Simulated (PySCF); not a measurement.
# C13H9FO ([1,1'-biphenyl]-4-carbonyl fluoride (3j)): the cost of one run

Programs: PySCF 2.14.0, with routines of our own; each step states its level. All values are computed. Atoms count from 0.

### 1 The starting structure

24 atoms, charge 0, multiplicity 1; geometry from: GFN2-xTB.

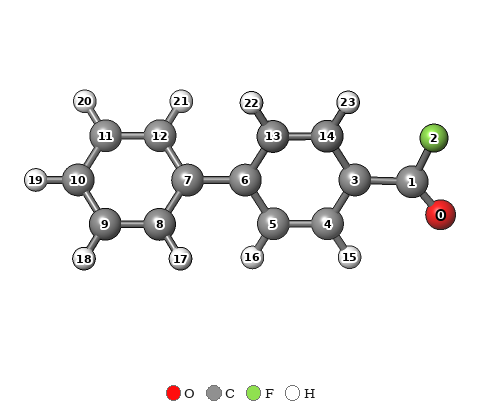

The starting geometry (oxygen red, carbon grey, fluorine green, hydrogen white).

### 2 NMR shifts: GIAO KT3/pcSseg-1

Job settings and geometry (Å):

```
{"job": {"kind": "nmr", "xc": "KT3", "basis": "pcSseg-1", "pop": false}, "charge": 0, "multiplicity": 1}
O     -5.155263    -0.251172    -1.253246
C     -4.481046    -0.271273    -0.278148
F     -5.099325    -0.387596     0.941511
C     -3.030120    -0.187797    -0.156143
C     -2.280185     0.026847    -1.316256
C     -0.907775     0.117644    -1.245640
C     -0.248201    -0.015498    -0.021808
C      1.215587     0.077447     0.052808
C      1.903274     1.049311    -0.670994
C      3.280966     1.134161    -0.597457
C      3.992829     0.247408     0.193054
C      3.318659    -0.724464     0.913229
C      1.940342    -0.805670     0.850447
C     -1.003691    -0.237710     1.130586
C     -2.378847    -0.317146     1.071845
H     -2.798771     0.123383    -2.258186
H     -0.332251     0.271999    -2.145881
H      1.351196     1.754536    -1.274753
H      3.801135     1.897222    -1.156959
H      5.069315     0.312307     0.245344
H      3.869902    -1.421306     1.526841
H      1.421164    -1.576177     1.401192
H     -0.501453    -0.325692     2.082282
H     -2.954482    -0.478904     1.970867
```

Level: GIAO KT3/pcSseg-1 NMR shielding, non-relativistic, gas phase.

On the command line:

```sh
> OMP_NUM_THREADS=1 python large_run.py task.json out
```

The driver reads the jobs from task.json and runs them one after another.

Q: Estimate the wall time and peak memory of this job on 1 thread of Arm Neoverse V1, shared host.

About 23 s, with a peak of 0.53 GiB.
